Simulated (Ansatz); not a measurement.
Input file:

```
crystal:
  periodic: [false, false, false]
  atoms:
    - {symbol: P, position_ang: [-0.426226, -0.224638, 1.280641]}
    - {symbol: P, position_ang: [0.105888, -1.208764, -0.632305]}
    - {symbol: P, position_ang: [1.246364, 0.561569, 0.057799]}
    - {symbol: As, position_ang: [-0.926016, 0.871833, -0.706145]}
basis:
  gaussian: {orbitals: def2-TZVP, initial_orbitals: start.molden}
hamiltonian: {xc: pbe0, dispersion: d4}
scf: {omitted_lower_state_checks: [starts]}
output: {orbitals: {seedname: orbitals}}
```

Launched as:

```sh
ansatz run in.yaml --threads 4 --pin off --events-out ev --progress --plain --max-ram 3916MiB
```

Geometry: r2SCAN-D4/def2-SVP.

These are results of Ansatz, RKS PBE0-D4/def2-TZVP, not measurements.

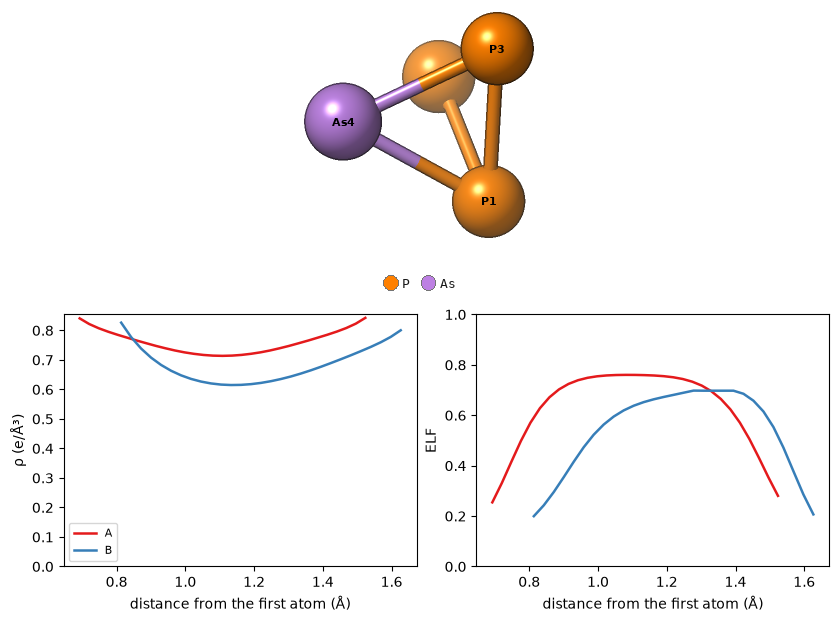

AsP3. Total electron density and electron localisation function along straight lines between neighbouring atoms. The curves leave out the atomic cores. The structure is drawn too.

Question: Which curve belongs to which contact (As–P and P–P)? The first atom named is at distance zero.

Answer: Curve A: P–P (2.22 Å): the density is about 0.71 e/Å³ at the midpoint; the ELF peaks at about 0.75 between the atoms; a covalent bond. Curve B: As–P (2.32 Å): the density is about 0.62 e/Å³ at the midpoint; the ELF peaks at about 0.70 between the atoms.
